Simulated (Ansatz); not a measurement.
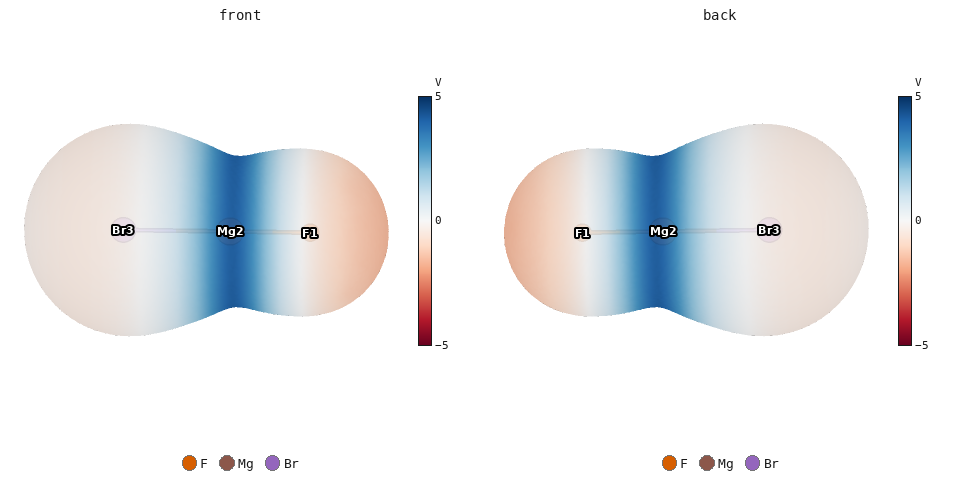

Figure 1: BrFMg (SMILES [F][Mg][Br]). The molecular electrostatic potential painted on the density surface at 0.001 e/bohr³, seen from the front and from behind; red is negative and blue positive.

Geometry: PBE0-D4/def2-TZVP.

Computed with Ansatz, RKS PBE0-D4/def2-TZVPP.

```json
{"atom": "F", "x (Å)": "-1.5654", "y (Å)": "0.8255", "z (Å)": "-0.7729"}
{"atom": "Mg", "x (Å)": "-0.1579", "y (Å)": "0.0621", "z (Å)": "-0.0803"}
{"atom": "Br", "x (Å)": "1.7124", "y (Å)": "-0.9524", "z (Å)": "0.8400"}
```

Q: Describe the electrostatic potential map.

A: The most negative region (about −1.6 V) lies over F1, the most positive (about +4.1 V) over Mg2.
